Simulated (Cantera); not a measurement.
Input: 1 mol SiH4, 1.6 mol H2O, 5.1 mol H2, equilibrated at 100000 Pa.

These are equilibrium values from Cantera (NASA tables, ideal gas, pure condensed phases), not measurements of a reactor. Candidate condensed phases: H2O, Si, SiO2; 18 gas species. Each liquid is taken as pure. Mutual solubility and eutectic melting of coexisting phases are not modelled. The tables hold silica as quartz up to 1696 K and as liquid above; real silica turns to tridymite and cristobalite and melts near 1996 K. Gases not in the tables: Si2H6 and higher silanes. The numbers say what is thermodynamically allowed, not how fast it happens.

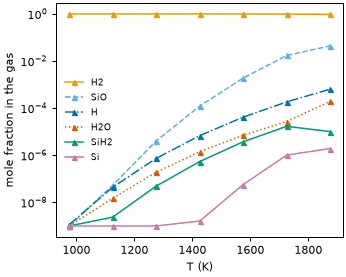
Figure. Equilibrium gas composition (values under 1e-9 drawn at 1e-9)

Problem. Read off the mole fractions at 1875 K.

Solution. H2 about 0.96, SiO about 0.044, H about 0.00064, H2O about 0.00019, SiH2 about 1.0e-5, Si about 1.9e-6.
